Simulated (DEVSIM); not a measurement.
System: abrupt Ge n-p junction, at 450 K.

| layer (left to right) | material | thickness (μm) | Nd (cm⁻³) | Na (cm⁻³) | τn (s) | τp (s) |
|---|---|---|---|---|---|---|
| 1 | Ge | 0.130 | 1.2e18 | - | 5.2e-5 | 5.2e-5 |
| 2 | Ge | 2.30 | - | 9.4e17 | 5.2e-5 | 5.2e-5 |

Left contact: ohmic. Right contact: ohmic. Voltage is applied to the left contact. Recombination: SRH at mid-gap, Auger. Mobility is μmin + (μ − μmin)/(1 + (N/Nref)^α).

Constants are typed, rounded textbook-type inputs, not results; the design itself was drawn at random and stands for no fabricated device. Values at 300 K; Nc and Nv go as T^1.5, mobilities as T to minus their exponent, the gap by Varshni's rule with the affinity fixed.

| parameter | Ge |
|---|---|
| gap (eV) | 0.664 |
| affinity (eV) | 4 |
| permittivity | 16 |
| Nc (cm⁻³) | 1.04e19 |
| Nv (cm⁻³) | 6e18 |
| μn (cm²/Vs) | 3900 |
| μp (cm²/Vs) | 1900 |
| μn,min | 150 |
| μp,min | 100 |
| Nref,n | 2.6e17 |
| Nref,p | 4e17 |
| αn | 0.56 |
| αp | 0.6 |
| T exponent of μn | 1.66 |
| T exponent of μp | 2.33 |
| Cn (cm⁶/s) | 1e-31 |
| Cp (cm⁶/s) | 1e-31 |
| Varshni α (eV/K) | 0.000477 |
| Varshni β (K) | 235 |

Model (solved in DEVSIM): 1D drift-diffusion, Boltzmann statistics, complete ionisation; no tunnelling, impact ionisation, image-force lowering or self-heating.

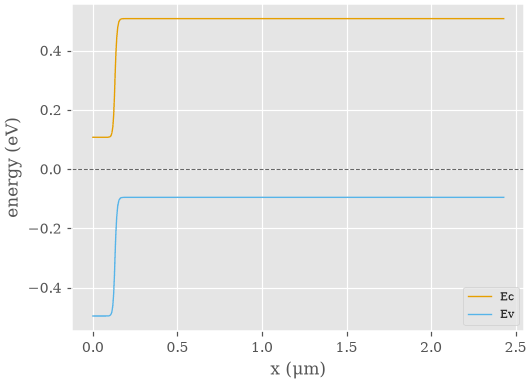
*Band edges at zero bias*

Energies count from the Fermi level of the right contact; mesh points crowd at the junctions.

| x (μm) | Ec (eV) | Ev (eV) | n (cm⁻³) | p (cm⁻³) | field (V/cm) |
|---|---|---|---|---|---|
| 0.000 | 0.107 | -0.496 | 1.2e18 | 3.1e13 | ≈ 0 |
| 0.01385 | 0.107 | -0.496 | 1.2e18 | 3.1e13 | ≈ 0 |
| 0.03261 | 0.107 | -0.496 | 1.2e18 | 3.1e13 | ≈ 0 |
| 0.05560 | 0.107 | -0.496 | 1.2e18 | 3.1e13 | ≈ 0 |
| 0.09225 | 0.108 | -0.496 | 1.2e18 | 3.1e13 | 670 |
| 0.1124 | 0.122 | -0.482 | 8.3e17 | 4.4e13 | 25000 |
| 0.1272 | 0.244 | -0.359 | 3.5e16 | 1.0e15 | 160000 |
| 0.1467 | 0.479 | -0.124 | 8.2e13 | 4.5e17 | 42000 |
| 0.1695 | 0.507 | -0.096 | 4.0e13 | 9.2e17 | 1300 |
| 0.2088 | 0.508 | -0.095 | 3.9e13 | 9.4e17 | ≈ 0 |
| 0.2724 | 0.508 | -0.095 | 3.9e13 | 9.4e17 | ≈ 0 |
| 0.4219 | 0.508 | -0.095 | 3.9e13 | 9.4e17 | ≈ 0 |
| 0.6165 | 0.508 | -0.095 | 3.9e13 | 9.4e17 | ≈ 0 |
| 0.9308 | 0.508 | -0.095 | 3.9e13 | 9.4e17 | ≈ 0 |
| 1.530 | 0.508 | -0.095 | 3.9e13 | 9.4e17 | ≈ 0 |
| 1.882 | 0.508 | -0.095 | 3.9e13 | 9.4e17 | ≈ 0 |
| 2.100 | 0.508 | -0.095 | 3.9e13 | 9.4e17 | ≈ 0 |
| 2.235 | 0.508 | -0.095 | 3.9e13 | 9.4e17 | ≈ 0 |
| 2.339 | 0.508 | -0.095 | 3.9e13 | 9.4e17 | ≈ 0 |
| 2.380 | 0.508 | -0.095 | 3.9e13 | 9.4e17 | ≈ 0 |
| 2.408 | 0.508 | -0.095 | 3.9e13 | 9.4e17 | ≈ 0 |
| 2.430 | 0.508 | -0.095 | 3.9e13 | 9.4e17 | ≈ 0 |
